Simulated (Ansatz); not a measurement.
System: Cl$_{2}$H$_{3}$NSTi···HF.

```xyz
10

Ti    0.5641   -0.4548   -0.4312
F    -1.1644   -0.8483    2.0283
Cl    1.5634   -0.4069   -2.3616
Cl    0.1232    1.5635    0.2810
N    -0.8878   -1.5059   -0.6990
H    -1.5823   -1.5388    0.0498
H    -1.1608   -2.0134   -1.5379
S     1.9304   -1.5401    1.1883
H     1.3531   -2.7379    0.9288
H    -0.3089   -0.9705    2.3661
```

Not at a stationary point (largest force 0.7 eV/Å).

Level of theory: RKS PBE0/def2-SVP in Ansatz 0.2.0.

What will maps of the electron density and electron localisation function show?

Ti1···F2 (3.03 Å): the density falls to about 0.05 e/Å³ on the way; the ELF dips to about 0 between them.
Ti–N (1.81 Å): ρ is about 1.1 e/Å³ halfway; the ELF peaks at about 0.85 in the valence shell of N, 0.6 Å from its nucleus, and is about 0.35 at the midpoint.
Ti–Cl (2.17 Å): ρ at the midpoint is about 0.67 e/Å³; the ELF peaks at about 0.85 in the valence shell of Cl, 0.8 Å from its nucleus, and is about 0.40 at the midpoint.
N–H (1.02 Å): ρ at the midpoint is about 2.8 e/Å³; the ELF climbs to about 1 towards the hydrogen, as it does in any bond to H (a covalent bond by its length).

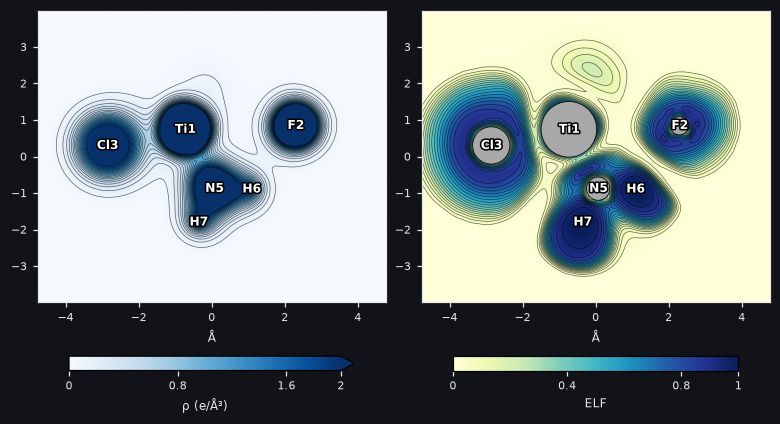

Computed electron density and electron localisation function on the plane of atoms Ti1, N5 and H7, in this order. Grey discs cover the atomic cores in the ELF map. 
